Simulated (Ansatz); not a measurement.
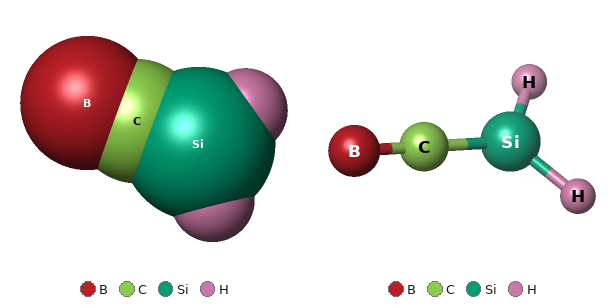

The same structure drawn twice, from different directions.

State: neutral, doublet. Computed geometry: PBE0-D4/def2-TZVP optimisation. No frequency run is at hand to confirm it as a minimum.

Question: Count the atoms of each element.

Answer: CH2BSi, 5 atoms: 1 carbon, 2 hydrogen, 1 boron and 1 silicon.

Question: How many bonds of each kind are drawn?

Answer: 2 Si–H, 1 C–B, 1 C–Si. Sticks follow a distance rule.

Question: How many atoms are distinct by symmetry?

Answer: 4: 1 B, 1 C, 1 Si, 2 H.

Question: What is the point group of this geometry?

Answer: C2v.

The parts below concern this one geometry. Atoms keep their numbers from picture to picture.

### Electronic properties

No frequency run is at hand to confirm it as a minimum. Method: UKS PBE0-D4/def2-TZVPP (Ansatz 0.2.0).

Question: Estimate the HOMO energy (Kohn–Sham orbital).

Answer: −6.68 eV.

Question: Estimate the ⟨S²⟩ of the determinant.

Answer: 0.785.

### Dipole moment

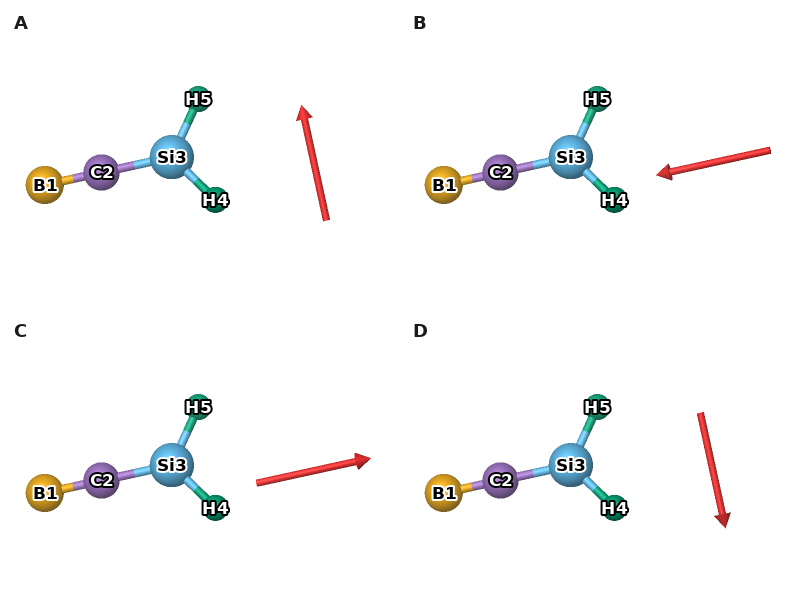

The same molecule four times, each with an arrow. No frequency run is at hand to confirm it as a minimum. Level of theory: UKS PBE0-D4/def2-TZVP (Ansatz 0.2.0).

Question: Which arrow points along the dipole moment, from the negative to the positive end?

Answer: C. The dipole moment is 2.07 D; it points from the side of B1 to the side of H4, H5 (the outermost atoms at the two ends).

### Charges

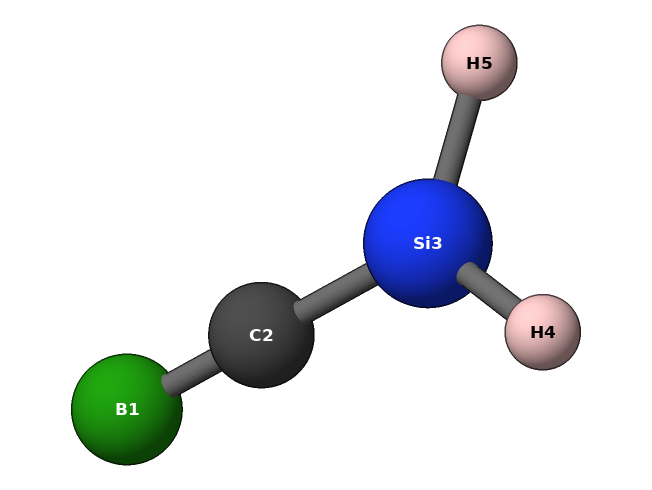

The questions are on Mulliken charges. No frequency run is at hand to confirm it as a minimum. Method: UKS PBE0-D4/def2-TZVP (Ansatz 0.2.0).

List the Mulliken charges.

```tsv
atom	value (e)
B1	−0.18
C2	−0.07
Si3	0.22
H4	0.02
H5	0.02
```

Mulliken values depend strongly on the basis set and can even reverse the polarity of a bond.
